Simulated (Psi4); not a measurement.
# C3H2N (SMILES [H]/[C]=C\C#N) at 3 levels

Wanted: a comparison of 3 runs (UB3LYP/6-31G*, UTPSS/cc-pVTZ, UCCSD/3-21G) of C3H2N. 

The calculation is run with Psi4 1.11.

4 further runs of the same task are left out: 2 that didn't finish, 2 set aside as unsound or not needed.

## 1. The system as given

The species is C3H2N (6 atoms), meant as a doublet with charge 0. SMILES: `[H]/[C]=C\C#N`. Geometry: relaxed at GFN2-xTB.

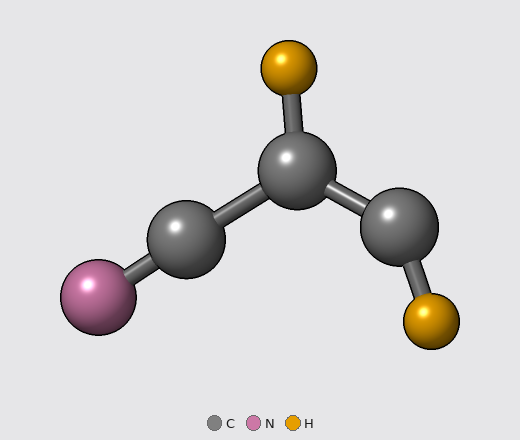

Viewed from a chosen angle; carbon grey, nitrogen pink, hydrogen amber.

## 2. Energy and forces at UB3LYP/6-31G(d) (spherical functions) (run 1)

Input file c3h2n_ase.py:

```python
import numpy as np
from ase.calculators.psi4 import Psi4
from ase import Atoms

a = Atoms(['C', 'C', 'C', 'N', 'H', 'H'], positions=[
    [-1.034030, 0.551970, -0.555900],
    [-0.123620, 0.394060, 0.358480],
    [0.870140, -0.619660, 0.265730],
    [1.657460, -1.444820, 0.166360],
    [-1.315710, 0.105470, -1.481140],
    [-0.054240, 1.012990, 1.246470],
])
calc = Psi4(atoms=a, method='b3lyp', basis='6-31G*', memory='1600MB', num_threads=1, charge=0, multiplicity=2, label='c3h2n', reference='uks')
calc.psi4.set_options({'puream': True, 'e_convergence': 1e-09, 'd_convergence': 1e-08, 'scf_type': 'pk', 'dft_radial_points': 99, 'dft_spherical_points': 590, 'maxiter': 200})
a.calc = calc

forces = a.get_forces()
print(f'energy: {a.get_potential_energy():.6f} eV')
print('forces / eV A^-1')
print(np.round(forces, 5))
```

Started as:

```bash
$ python c3h2n_ase.py
```

c3h2n.dat:

```text
[...]
  Running in c1 symmetry.
[...]
  Nuclear repulsion =   84.373554820411798
[...]
  Multiplicity = 2
[...]
  Nalpha       = 14
  Nbeta        = 13
[...]
    Number of basis functions: 60
[...]
   @UKS iter   1:  -169.93565511613787   -4.49944e-01   1.01806e-02 DIIS/ADIIS
[...]
   @UKS iter  16:  -170.13520746810164   -2.55795e-13   5.27750e-09 DIIS
[...]
   @S^2 Observed:                7.629862835E-01
[...]
  @UKS Final Energy:  -170.13520746810164
   => Energetics <=
    Nuclear Repulsion Energy =             84.3735548204117976
    One-Electron Energy =                -395.0905233516911039
    Two-Electron Energy =                 159.8659503097326819
    DFT Exchange-Correlation Energy =     -19.2841892465550373
    Empirical Dispersion Energy =           0.0000000000000000
    VV10 Nonlocal Energy =                  0.0000000000000000
    Total Energy =                       -170.1352074681016404
[...]
 Multipole Moments:
 ------------------------------------------------------------------------------------
     Multipole            Electronic (a.u.)      Nuclear  (a.u.)        Total (a.u.)
 ------------------------------------------------------------------------------------
 L = 1.  Multiply by 2.5417464519 to convert [e a0] to [Debye]
 Dipole X            :          1.0185446           -1.9505093           -0.9319647
 Dipole Y            :         -0.7743878            1.5993096            0.8249217
 Dipole Z            :          0.2475520           -0.3253029           -0.0777509
 Magnitude           :                                                    1.2470362
[...]
  -Total Gradient:
     Atom            X                  Y                   Z
    ------   -----------------  -----------------  -----------------
       1        0.015907407522    -0.009981473401     0.006604913065
       2       -0.013509068961    -0.000571903385    -0.017267329876
       3        0.024065458362    -0.022930133164    -0.000222523494
       4       -0.032771408435     0.033373982077     0.002979573408
       5        0.003254479567     0.005087998485     0.010603755949
       6        0.003052297959    -0.004977165288    -0.002697869692
[...]
```

The script printed:

```text
energy: -4629.614807 eV
forces / eV A^-1
[[-0.81799  0.51327 -0.33964]
 [ 0.69466  0.02941  0.88792]
 [-1.2375   1.17911  0.01144]
 [ 1.68517 -1.71616 -0.15322]
 [-0.16735 -0.26164 -0.54527]
 [-0.15696  0.25594  0.13873]]
```

Run time: 27 s. Hardware: 1 thread of Intel Xeon Platinum 8259CL at 2.50GHz (Skylake/Cascade Lake), shared host; peak memory 0.78 GiB.

## 3. A single-point energy at UTPSS/cc-pVTZ (run 2)

Input file input.in:

```
memory 1600 mb

molecule {
  0 2
  C     -1.034030     0.551970    -0.555900
  C     -0.123620     0.394060     0.358480
  C      0.870140    -0.619660     0.265730
  N      1.657460    -1.444820     0.166360
  H     -1.315710     0.105470    -1.481140
  H     -0.054240     1.012990     1.246470
  symmetry c1
  no_reorient
  no_com
}

set basis cc-pVTZ
set reference uks
set puream true
set e_convergence 1e-09
set d_convergence 1e-08
set scf_type pk
set dft_radial_points 99
set dft_spherical_points 590
set maxiter 200

energy_value, wavefunction = energy("tpss", return_wfn=True)
print_variables()
```

Started as:

```bash
$ psi4 -n 1 input.in input.out
```

input.out:

```text
[...]
  Running in c1 symmetry.
[...]
  Nuclear repulsion =   84.373554820411798
[...]
  Multiplicity = 2
[...]
  Nalpha       = 14
  Nbeta        = 13
[...]
    Number of basis functions: 148
[...]
   @UKS iter   1:  -169.92030888671218   -3.37337e-01   5.47770e-03 DIIS/ADIIS
[...]
   @UKS iter  15:  -170.23250156179853   -3.59250e-11   5.80563e-09 DIIS
[...]
   @S^2 Observed:                7.658573888E-01
[...]
    Orbital Energies [Eh]
    ---------------------
    Alpha Occupied:
       1A    -14.105927     2A    -10.060009     3A    -10.052646
       4A    -10.032186     5A     -0.859218     6A     -0.777638
       7A     -0.611145     8A     -0.511247     9A     -0.454036
      10A     -0.359785    11A     -0.331487    12A     -0.315725
      13A     -0.279948    14A     -0.253520
    Alpha Virtual:
      15A     -0.094241    16A     -0.004217    17A      0.039493
      18A      0.048958    19A      0.067827    20A      0.119602
      21A      0.197082    22A      0.217369    23A      0.236373
      24A      0.246716    25A      0.287282    26A      0.322310
[...]
  @UKS Final Energy:  -170.23250156179853
   => Energetics <=
    Nuclear Repulsion Energy =             84.3735548204117976
    One-Electron Energy =                -395.1574726326855398
    Two-Electron Energy =                 164.4306979023423594
    DFT Exchange-Correlation Energy =     -23.8792816518671707
    Empirical Dispersion Energy =           0.0000000000000000
    VV10 Nonlocal Energy =                  0.0000000000000000
    Total Energy =                       -170.2325015617985287
[...]
 Multipole Moments:
 ------------------------------------------------------------------------------------
     Multipole            Electronic (a.u.)      Nuclear  (a.u.)        Total (a.u.)
 ------------------------------------------------------------------------------------
 L = 1.  Multiply by 2.5417464519 to convert [e a0] to [Debye]
 Dipole X            :        -16.9913178           16.0762970           -0.9150208
 Dipole Y            :         14.1165002          -13.2981161            0.8183840
 Dipole Z            :         -2.5969317            2.5316850           -0.0652467
 Magnitude           :                                                    1.2293383
[...]
```

Wall time 3.5 min (1 thread of Intel Xeon Platinum 8259CL at 2.50GHz (Skylake/Cascade Lake), shared host); peak memory 1.3 GiB.

## 4. A single-point energy at UCCSD/3-21G (run 3)

Input file c3h2n.xyz:

```xyz
6
C3H2N
C     -1.034030     0.551970    -0.555900
C     -0.123620     0.394060     0.358480
C      0.870140    -0.619660     0.265730
N      1.657460    -1.444820     0.166360
H     -1.315710     0.105470    -1.481140
H     -0.054240     1.012990     1.246470
```

Input file c3h2n_ase.py:

```python
import numpy as np
from ase.calculators.psi4 import Psi4
from ase.io import read

a = read('c3h2n.xyz')
calc = Psi4(atoms=a, method='ccsd', basis='3-21G', memory='1600MB', num_threads=1, charge=0, multiplicity=2, label='psi4-calc', reference='uhf')
calc.psi4.set_options({'puream': True, 'e_convergence': 1e-09, 'd_convergence': 1e-08, 'scf_type': 'pk', 'num_frozen_docc': 4, 'maxiter': 200})
a.calc = calc

print(f'energy: {a.get_potential_energy():.6f} eV')
```

Started as:

```bash
$ python c3h2n_ase.py
```

psi4-calc.dat:

```text
[...]
  Running in c1 symmetry.
[...]
  Nuclear repulsion =   84.373554820411798
[...]
  Multiplicity = 2
[...]
  Nalpha       = 14
  Nbeta        = 13
[...]
    Number of basis functions: 40
[...]
   @UHF iter   1:  -168.08046750441667   -1.01418e+00   9.23536e-03 DIIS/ADIIS
[...]
   @UHF iter  24:  -168.18053947776383   -5.11591e-13   4.95855e-09 DIIS
[...]
   @S^2 Observed:                1.157378324E+00
[...]
    Orbital Energies [Eh]
    ---------------------
    Alpha Occupied:
       1A    -15.503764     2A    -11.243528     3A    -11.235758
       4A    -11.230340     5A     -1.248987     6A     -1.117657
       7A     -0.887105     8A     -0.742835     9A     -0.671412
      10A     -0.546138    11A     -0.530888    12A     -0.478953
      13A     -0.450881    14A     -0.427655
    Alpha Virtual:
      15A      0.108830    16A      0.221347    17A      0.271720
      18A      0.321731    19A      0.337533    20A      0.433233
      21A      0.570946    22A      0.629792    23A      0.900882
      24A      0.910432    25A      0.958254    26A      0.965657
[...]
  @UHF Final Energy:  -168.18053947776383
   => Energetics <=
    Nuclear Repulsion Energy =             84.3735548204117976
    One-Electron Energy =                -393.0175645803844873
    Two-Electron Energy =                 140.4634702822088457
    Total Energy =                       -168.1805394777638298
  UHF NO Occupations:
  HONO-2 :   12  A 1.9732767
  HONO-1 :   13  A 1.8317752
[...]
 Multipole Moments:
 ------------------------------------------------------------------------------------
     Multipole            Electronic (a.u.)      Nuclear  (a.u.)        Total (a.u.)
 ------------------------------------------------------------------------------------
 L = 1.  Multiply by 2.5417464519 to convert [e a0] to [Debye]
 Dipole X            :          1.0189190           -1.9505093           -0.9315903
 Dipole Y            :         -0.7669892            1.5993096            0.8323203
 Dipole Z            :          0.2578690           -0.3253029           -0.0674339
 Magnitude           :                                                    1.2510655
[...]
      * MP2 total energy                      = -168.505630641563044
[...]
      * CCSD total energy                     = -168.544892021139049
```

On the terminal:

```text
energy: -4586.340119 eV
```

Run time: 6.6 s. Hardware: 1 thread of Intel Xeon Platinum 8259CL at 2.50GHz (Skylake/Cascade Lake), shared host; peak memory 0.21 GiB.

## 5. The series

```tsv
run	level	task	frozen core orbitals	energy (Eh)	dipole moment (D)	HOMO energy (eV)	LUMO energy (eV)	wall time
1	UB3LYP/6-31G* (spherical functions)	gradient	0	-170.135207	3.17	-7.66	-3.02	27 s
2	UTPSS/cc-pVTZ	energy	0	-170.232502	3.12	-6.90	-3.89	3.5 min
3	UCCSD/3-21G	energy	4	-168.544892	–	-11.58	2.89	6.6 s
```

## 6. Summary of results

| quantity | value |
| --- | --- |
| run 3: total energy | -168.54489 Eh |
| run 3: HOMO energy (Hartree–Fock orbitals) (highest over α and β) | -11.58 eV |
| run 3: LUMO energy (Hartree–Fock orbitals) (lowest over α and β) | 2.89 eV |
| run 3: correlation energy (4 core orbitals frozen) | -364.4 mEh |
| run 3: ⟨S²⟩ of the reference determinant | 1.157 |
| run 3: T1 diagnostic | 0.067 |

What this shows: Totals of different functionals can't be ranked against each other. Spin contamination of the reference: run 3 ⟨S²⟩ = 1.16. All runs together took 4.1 min, the longest 3.5 min.
